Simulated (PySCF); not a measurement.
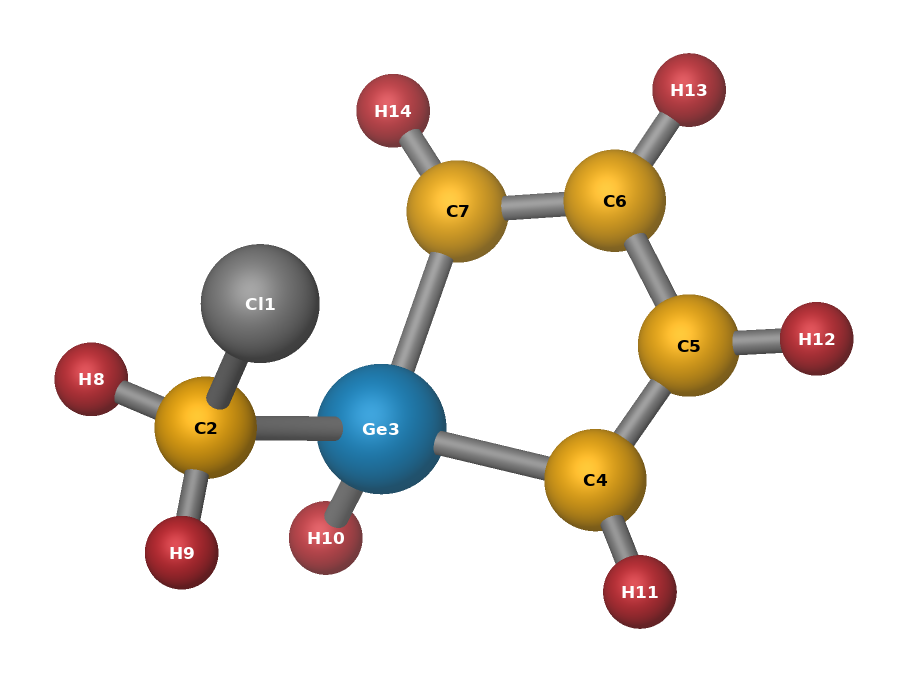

The computed structure is the end point of a PBE0-D3(BJ)/def2-SVP optimisation. No frequency run is at hand to confirm it as a minimum. Method: delta-SCF UKS SCAN, pcX-2 on the ionised atom, pcseg-1 elsewhere, spin-free X2C (PySCF 2.14.0).

Give the core-electron binding energies (to vacuum; p and d levels without spin–orbit splitting) of Cl1 1s, Cl1 2p, C2 1s, C4 1s, C5 1s.

| atom | level | binding energy (eV) |
| --- | --- | --- |
| Cl1 | 1s | 2828.4 |
| Cl1 | 2p | 206.3 |
| C2 | 1s | 291.7 |
| C4 | 1s | 289.6 |
| C5 | 1s | 290.5 |
